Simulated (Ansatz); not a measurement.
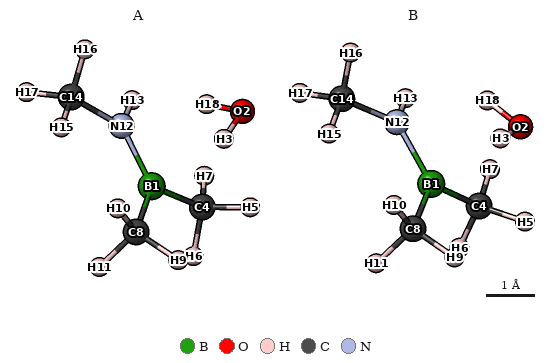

Two geometries of C3H12BNO, drawn at one scale. One is the start of a relaxation, the other its converged end. A ball-and-stick model, seen from a free direction.

Computed with RKS r2SCAN-D4/6-31G* in Ansatz. Settings: no spin polarisation; force threshold 0.03 eV/Å; at most 50 steps.

Which geometry has the lower energy?

Answer. Structure A is the relaxed one. The run prepares an end point of a later path (reaction) calculation, from a guessed geometry. The energy falls by 13.4 kJ/mol in 8 accepted moves (9 points after the start). Largest force component: 1.8 eV/Å at the start, 0.027 eV/Å at the end. The line search rejected the trial step at point 4 of the run. The largest move after the best rigid fit is that of O2, 0.40 Å. By element the largest moves are O 0.40 Å, H 0.32 Å, B 0.14 Å, C 0.11 Å, N 0.08 Å. Some distances before and after: B1–N12 1.487 → 1.415 Å, O2–H18 0.988 → 0.973 Å, B1–C8 1.581 → 1.586 Å.

Limits of the set-up: the start holds two separate molecules, 2.3 Å apart at their closest, whose relative position is a soft coordinate.
